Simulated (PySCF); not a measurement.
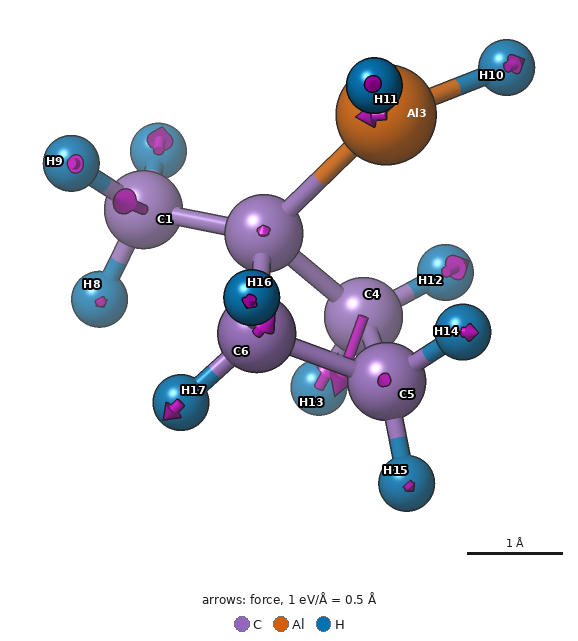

Starting geometry of C₅H₁₁Al with the computed forces as purple arrows. A ball-and-stick model, seen at a tilt.

The start comes from GFN2-xTB. Its atoms were then displaced at random by about 0.01 Å.

Computed with PBE0-D3(BJ)/def2-SVP geometry optimisation, gas phase in PySCF. 

What follows when this structure is relaxed?

It isn't relaxed: the largest force vector, on a C atom, is 1.85 eV/Å. The final displacements have little in common with the starting forces (cosine between the two patterns 0.12). Over 10 geometry steps the energy falls by 25.7 kJ/mol. The atom that moves furthest after the best rigid fit is an H atom (0.75 Å). Largest moves by element: H 0.75 Å, Al 0.33 Å, C 0.26 Å. Among the contacts that change: Al–C 2.817 → 3.338 Å, Al–H 1.558 → 1.596 Å, C–H 1.138 → 1.105 Å, C–H 1.078 → 1.104 Å. Bond angles that change, for instance: C–C–Al 131.6° → 109.5°, Al–C–C 96.7° → 112.4°, Al–C–C 97.6° → 112.4°.
